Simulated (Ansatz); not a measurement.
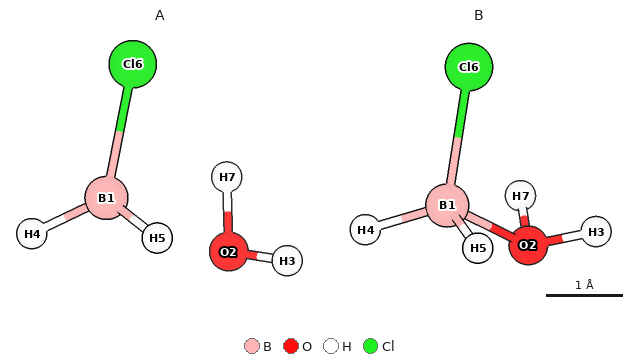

Two geometries of BH$_{4}$OCl, drawn at one scale. One is the start of a relaxation, the other its converged end. Style: ball-and-stick. Shown from a free direction.

Computed with RKS PBE-D4/def2-SVP (Ansatz 0.2.0). (no spin polarisation; force threshold 0.03 eV/Å; at most 50 steps)

Question: Which geometry has the lower energy?

Answer: Structure B is the relaxed one. The run prepares an end point of a later path (reaction) calculation, from a guessed geometry. The energy falls by 0.514 eV in 18 accepted moves (20 points after the start). Largest force component: 0.86 eV/Å at the start, 0.0079 eV/Å at the end. The line search rejected the trial steps at points 18, 19 of the run. The forces were under the threshold at step 8, but the run went on from there. The largest move after the best rigid fit is that of O2, 0.53 Å. By element the largest moves are O 0.53 Å, H 0.47 Å, B 0.41 Å, Cl 0.24 Å. Near-neighbour distances that change, for instance: B1–O2 2.595 → 1.675 Å, B1–Cl6 1.830 → 1.853 Å, B1–H4 1.210 → 1.217 Å, O2–H7 0.992 → 0.984 Å. New bonds form, among them: B1–O2 (2.59 → 1.67 Å). Bond angles that change, for instance: H4–B1–H5 125.7° → 118.7°, H4–B1–Cl6 117.2° → 113.5°, H5–B1–Cl6 116.3° → 113.8°. Cost: 34 s on 1 thread of Arm Neoverse V1 (shared host), peak memory 0.12 GiB.

Limits of the set-up: the start holds two separate molecules, 2.6 Å apart at their closest, whose relative position is a soft coordinate.
